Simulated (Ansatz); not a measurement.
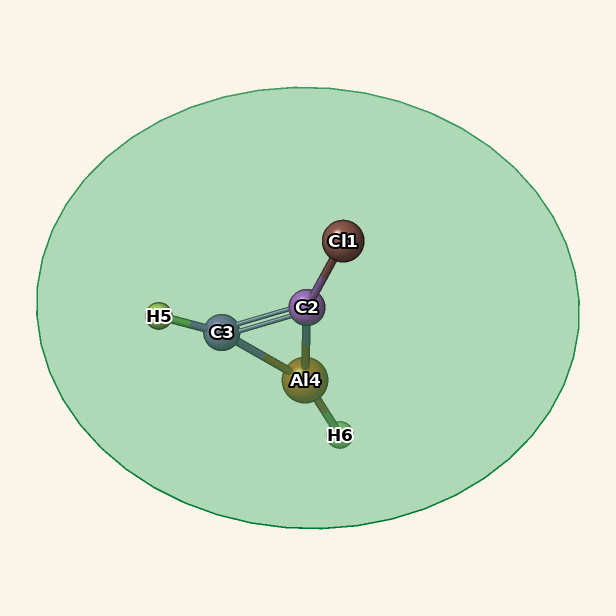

A disc through the centre of mass is drawn in. Distant atoms are faded towards the background colour. The geometry was computed by an optimisation with PBE-D4/def2-SVP. No frequency run is at hand to confirm it as a minimum.

Q: Is the plane of the disc a mirror plane of the structure?

A: No. The point group is Cs, with 1 mirror plane, and this plane isn't one of its mirror planes.
